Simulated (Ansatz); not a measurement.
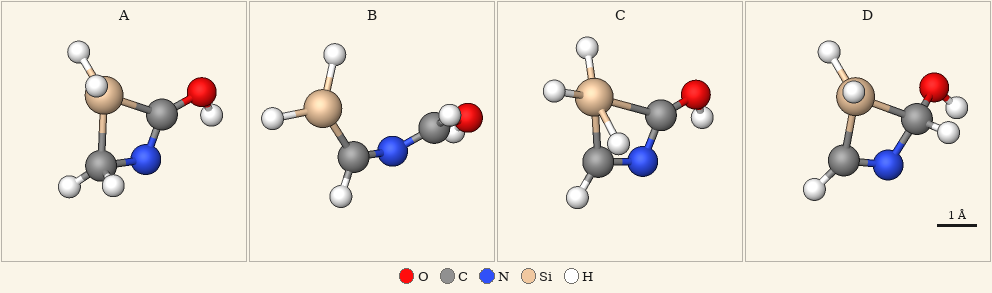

4 geometries from a converged minimum-energy path of C₂H₅NOSi, shuffled. Style: ball-and-stick. Shown at a tilt.

All numbers below come from Ansatz, RKS B3LYP-D4/6-31G*. Run with 5 movable images; climbing image; force threshold 0.05 eV/Å; iteration limit 60; starting path through a guess of the saddle point.

**Which frame is the transition state?**

C. In order along the path, whose images run from 0 to 6: A (image 1, +7.6 kcal/mol), C (image 3, +80.3 kcal/mol), B (image 5, +18.3 kcal/mol), D (image 6, +16.3 kcal/mol). A hydrogen atom shifts from one atom to another. Breaking: C–H (1.09 → 2.89 Å). Forming: C–H (2.94 → 1.10 Å).
